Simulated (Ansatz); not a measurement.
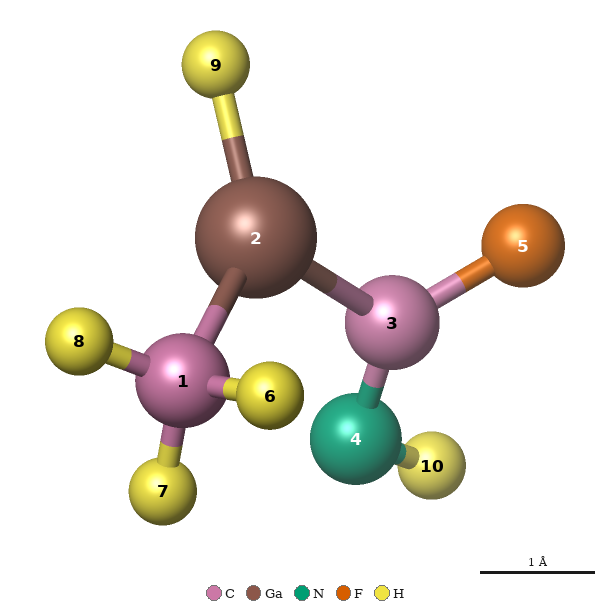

The geometry was computed by an optimisation with PBE0-D4/def2-TZVP.

Give the bond lengths.

| bond | length (Å) |
| --- | --- |
| C1–Ga2 | 1.954 |
| C1–H6 | 1.094 |
| C1–H7 | 1.092 |
| C1–H8 | 1.090 |
| Ga2–C3 | 1.999 |
| Ga2–H9 | 1.566 |
| C3–N4 | 1.249 |
| C3–F5 | 1.367 |
| N4–H10 | 1.023 |
